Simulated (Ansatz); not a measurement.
Relaxed BaTiO₃ (tetragonal-perovskite type, space group P4mm):

```
CELL_PARAMETERS angstrom
      3.95547     0.00000     0.00000
      0.00000     3.95547     0.00000
      0.00000     0.00000     4.04610
ATOMIC_POSITIONS crystal
  Ti 0.50000 0.50000 0.44711
  Ba 0.00000 0.00000 0.93192
  O  0.50000 0.50000 0.90181
  O  0.50000 0.00000 0.41258
  O  0.00000 0.50000 0.41258
```

Scan: atom 4 (O, nearest neighbour Ti at 1.983 Å; its periodic images, 4.0 Å or more away, move with it) is displaced towards the nearest neighbour, direction (0.000, -0.998, 0.070) in Cartesian axes, by s. The other atoms stay.

These are PBEsol (plane waves to 420 eV, PAW, scalar-relativistic; Ansatz, a quantum-chemistry and plane-wave program) values and carry that method's errors. k mesh 7×7×7 (Γ-centred), Fermi-Dirac smearing 0.05 eV. The energy includes the smearing's −TS. Stress and pressure are positive under compression. Left out: 4 of 11 points, with atoms too close for the PAW data. BaTiO3 is run without spin polarisation. BaTiO3 was relaxed with its symmetry unable to fall. The PAW data are Ansatz's earlier set. The zero of ΔE is the undisplaced structure.

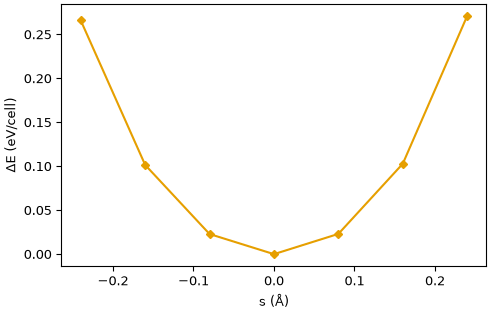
Figure: ΔE (eV/cell) against s (Å); markers are the computed points, lines only join them.

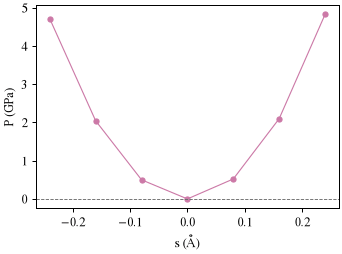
Fig. 1. P (GPa) against s (Å); one marker a computed point.

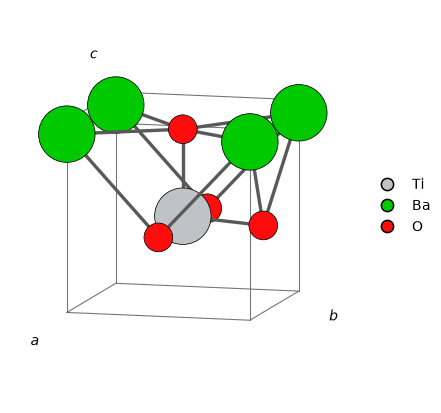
The cell of the calculation at s = 0.240 Å.

The energy at s = 0.240 Å is 271.0 meV/cell and the force constant k = d²E/ds² at s = 0 (finite differences) comes out as 6.91 eV/Å². The force along the line at s = -0.240 Å is 2.78 eV/Å. Harmonic estimate at the end of the scan: ½ks² = 199.0 meV/cell against the computed 271.0 meV/cell, so the well is stiffer than harmonic there. Shape of the curve: a single well with its minimum at or next to zero displacement.

The forces along the line at the two nearest points give (0.593 − (-0.599)) / (2·0.080) = 7.45 eV/Å²; the next pair corrects for the finite step.

(A displaced cell: forces are minus the slopes of the energy, force constants its curvatures, and phonons follow from these.)
